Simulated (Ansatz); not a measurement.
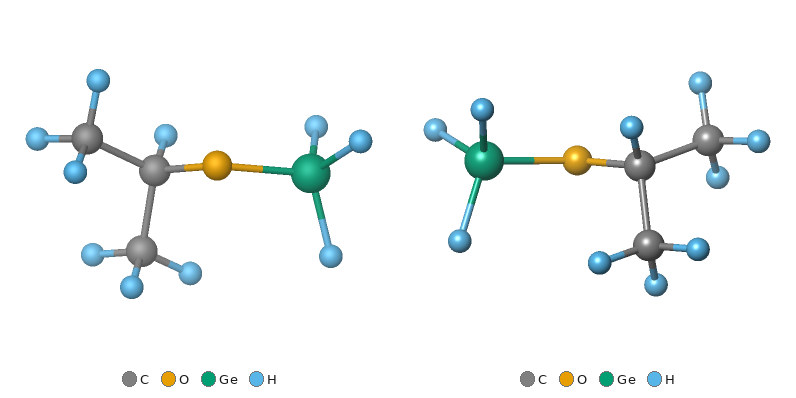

The same structure drawn twice, from different directions.

Question: Which formula does it have?

Answer: C3H10GeO, 15 atoms: 3 carbon, 10 hydrogen, 1 germanium and 1 oxygen.

Question: Which point group does it belong to?

Answer: C1.

More results for the same structure follow; atom numbers are the same in all pictures, views and colours differ. The computed structure is the end point of a PBE0-D4/def2-TZVP optimisation.

### Shape

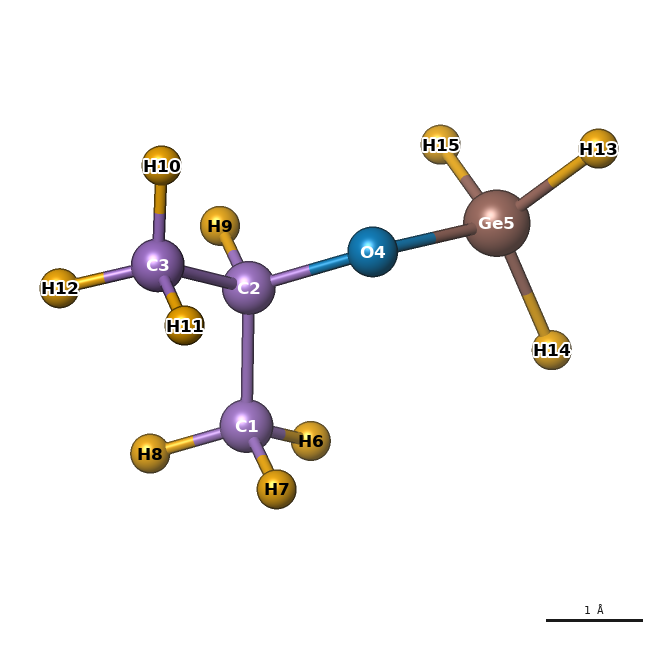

List the bonds and their lengths.

```json
{"bond": "C1–C2", "length (Å)": "1.518"}
{"bond": "C1–H6", "length (Å)": "1.093"}
{"bond": "C1–H7", "length (Å)": "1.093"}
{"bond": "C1–H8", "length (Å)": "1.093"}
{"bond": "C2–C3", "length (Å)": "1.514"}
{"bond": "C2–O4", "length (Å)": "1.418"}
{"bond": "C2–H9", "length (Å)": "1.102"}
{"bond": "C3–H10", "length (Å)": "1.091"}
{"bond": "C3–H11", "length (Å)": "1.093"}
{"bond": "C3–H12", "length (Å)": "1.093"}
{"bond": "O4–Ge5", "length (Å)": "1.778"}
{"bond": "Ge5–H13", "length (Å)": "1.532"}
{"bond": "Ge5–H14", "length (Å)": "1.541"}
{"bond": "Ge5–H15", "length (Å)": "1.542"}
```

### Vibrations

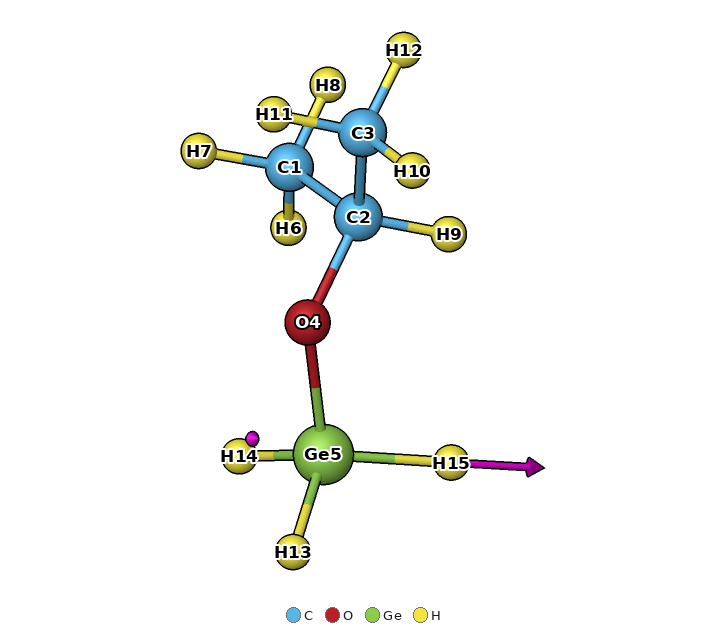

The arrows show one normal mode. Harmonic vibrations computed with RKS PBE0-D4/def2-TZVP (Ansatz 0.2.0) at a stationary point of the same level.

Question: What kind of motion is it?

Answer: Mostly Ge–H stretching.

Question: Estimate its harmonic wavenumber.

Answer: 2134 cm⁻¹; it is mode 30 of 39 counted from the lowest.

### Levels of theory compared

Program: Ansatz 0.2.0.

Compare dipole (D), HOMO energy (eV) at these levels: B3LYP-D4/def2-TZVPP; PBE-D4/def2-TZVPP; r2SCAN-D4/def2-TZVPP; ωB97M-V/def2-TZVPP.

| level | dipole (D) | HOMO energy (eV) |
| --- | --- | --- |
| B3LYP-D4/def2-TZVPP | 1.06 | −7.43 |
| PBE-D4/def2-TZVPP | 0.96 | −6.14 |
| r2SCAN-D4/def2-TZVPP | 1.01 | −6.45 |
| ωB97M-V/def2-TZVPP | 1.08 | −10.03 |

### Charges

The questions are on Mulliken charges. Method: RKS PBE0-D4/def2-TZVP (Ansatz 0.2.0).

Question: Which atom carries the highest charge (most positive or least negative)?

Answer: Ge5 (0.24 e).

Question: And the lowest?

Answer: O4 (−0.40 e).

Give the Mulliken charges atom by atom.

```csv
atom,value (e)
C1,−0.36
C2,0.09
C3,−0.33
O4,−0.40
Ge5,0.24
H6,0.12
H7,0.12
H8,0.12
H9,0.06
H10,0.12
H11,0.12
H12,0.11
H13,0.01
H14,−0.01
H15,−0.01
```

Mulliken values depend strongly on the basis set and can even reverse the polarity of a bond.
